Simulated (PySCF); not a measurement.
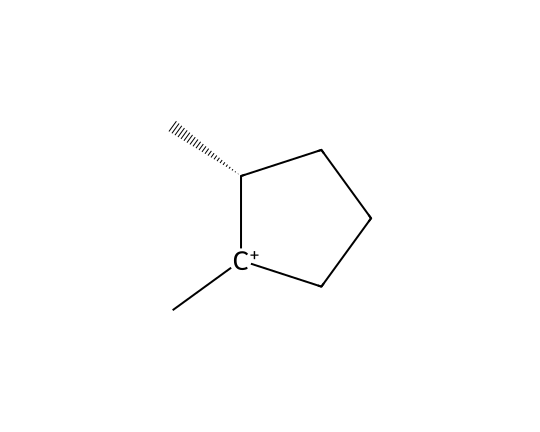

Skeletal drawing of a molecule. The species has charge +1 and is a spin singlet.

**Transcribe the drawing into SMILES.**

C[C+]1CCC[C@H]1C

**Give the formula, hydrogens included.**

C7H13, charge +1.

More results for the same structure follow; atom numbers are the same in all pictures, views and colours differ. Computed geometry: GFN2-xTB optimisation. No frequency run is at hand to confirm it as a minimum.

**Charges**

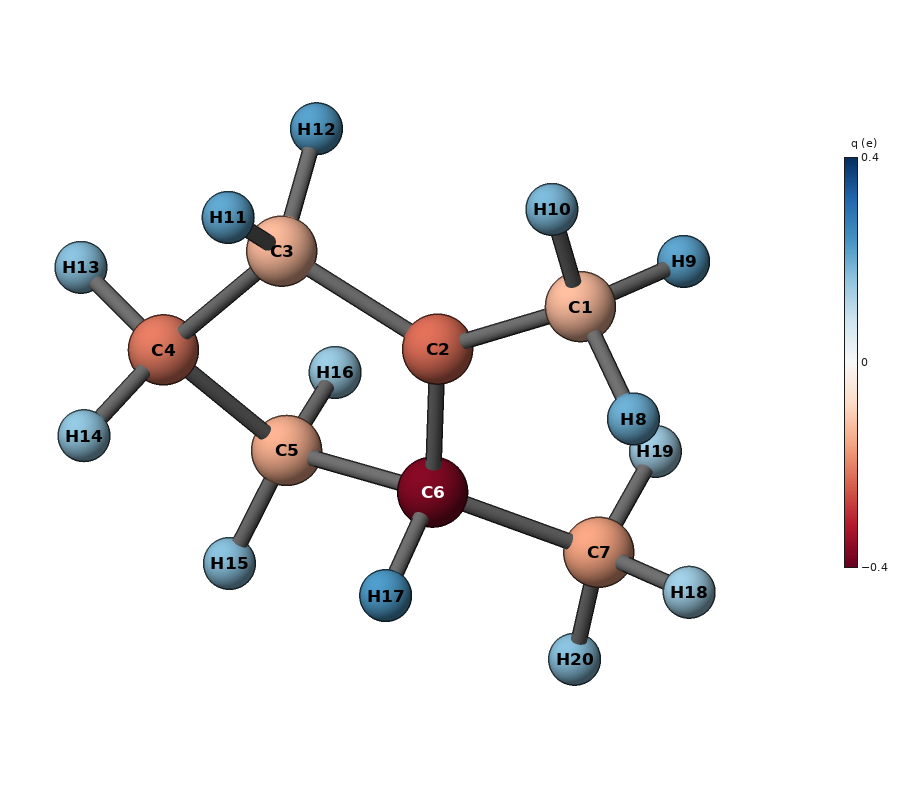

Atoms are coloured by their Mulliken charges. No frequency run is at hand to confirm it as a minimum. Properties computed with PBE0/pcSseg-1, gas phase (PySCF 2.14.0).

Give the Mulliken charges atom by atom.

| atom | value (e) |
| --- | --- |
| C1 | −0.13 |
| C2 | −0.22 |
| C3 | −0.13 |
| C4 | −0.21 |
| C5 | −0.15 |
| C6 | −0.37 |
| C7 | −0.16 |
| H8 | 0.20 |
| H9 | 0.21 |
| H10 | 0.18 |
| H11 | 0.21 |
| H12 | 0.22 |
| H13 | 0.17 |
| H14 | 0.16 |
| H15 | 0.17 |
| H16 | 0.15 |
| H17 | 0.23 |
| H18 | 0.15 |
| H19 | 0.14 |
| H20 | 0.17 |

**Polarisability**

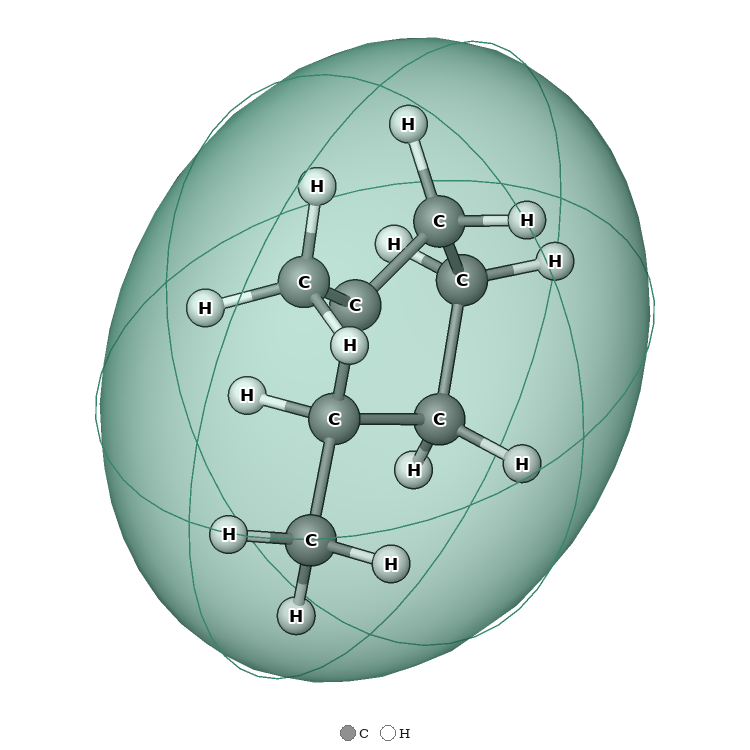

The ellipsoid shows the static dipole polarisability: its half-axes are proportional to the principal values. No frequency run is at hand to confirm it as a minimum. Method: PBE0/def2-SVPD (PySCF 2.14.0).

**Give the principal values, the mean and the anisotropy.**

Principal values 60.3, 81.0, 84.1 bohr³; mean 75.2 bohr³ (11.14 Å³); anisotropy 22.4 bohr³, so the longest axis is 1.39 times the shortest.

**NMR shielding**

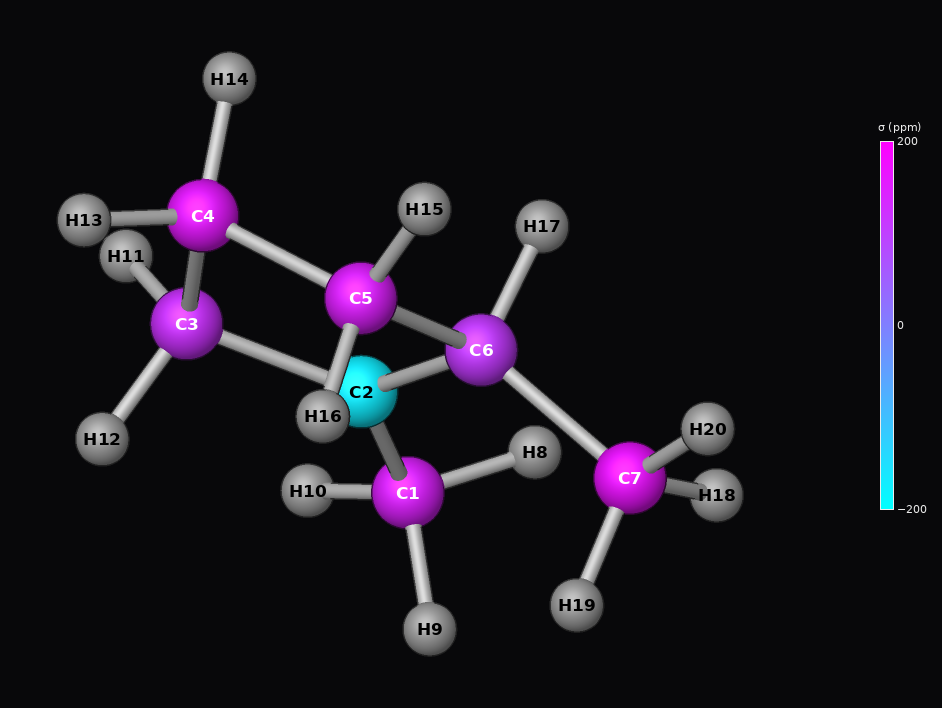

Atoms are coloured by their isotropic NMR shieldings (C only, the others grey). No frequency run is at hand to confirm it as a minimum. Properties computed with GIAO PBE0/pcSseg-1 NMR shielding, non-relativistic, gas phase (PySCF 2.14.0).

Give the isotropic NMR shieldings of the C atoms atom by atom.

```tsv
atom	σ (ppm)
C1	145.4
C2	−170.9
C3	119.3
C4	159.1
C5	147.8
C6	107.5
C7	168.6
```

Mulliken values depend strongly on the basis set and can even reverse the polarity of a bond.
